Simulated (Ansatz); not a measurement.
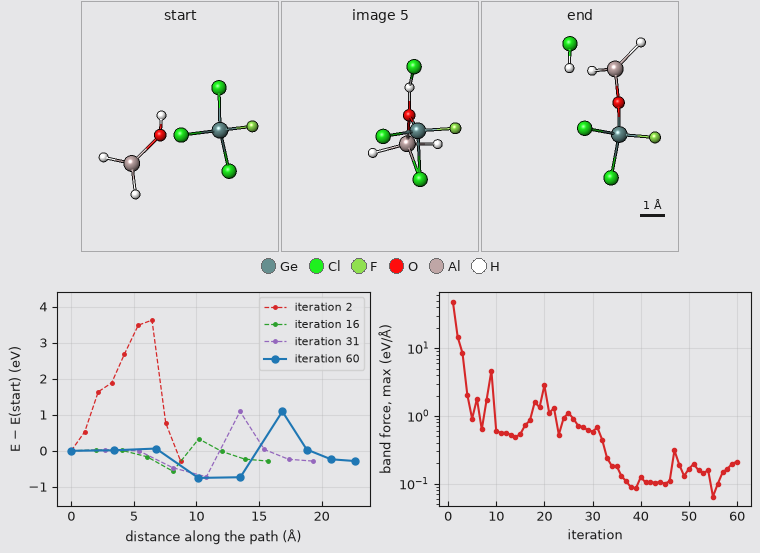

NEB run on AlGeH₃OCl₃F, made up at the start of GeCl$_{3}$F and AlH₃O. Images are numbered from 0 (start) to 8 (end). The plot follows the band through its iterations. A ball-and-stick model, seen from a free direction.

Method: Ansatz 0.2.0, RHF/def2-SVP. Run with 7 movable images; climbing image; force threshold 0.05 eV/Å; iteration limit 60; starting path through a guess of the saddle point.

Q: Did the band converge, and can the barrier be trusted?

A: The result isn't final. The band hadn't converged when the run stopped after 60 iterations. The largest component of the band force went from 49 to 0.21 eV/Å. The barrier read from it is provisional, though the highest image hardly moved in the last two iterations. The first iteration put the highest image at 12.72 eV. Forward barrier 1.09 eV, backward barrier 1.38 eV, with image 5 at the top; the reaction energy is −0.29 eV. Image 3 lies below both ends, at −0.75 eV, which may mean an intermediate minimum or an end that is no minimum.

Limits of the set-up: the start holds two separate molecules, 3.0 Å apart at their closest, whose relative position is a soft coordinate and is computed without a dispersion correction; Hartree-Fock leaves out electron correlation.
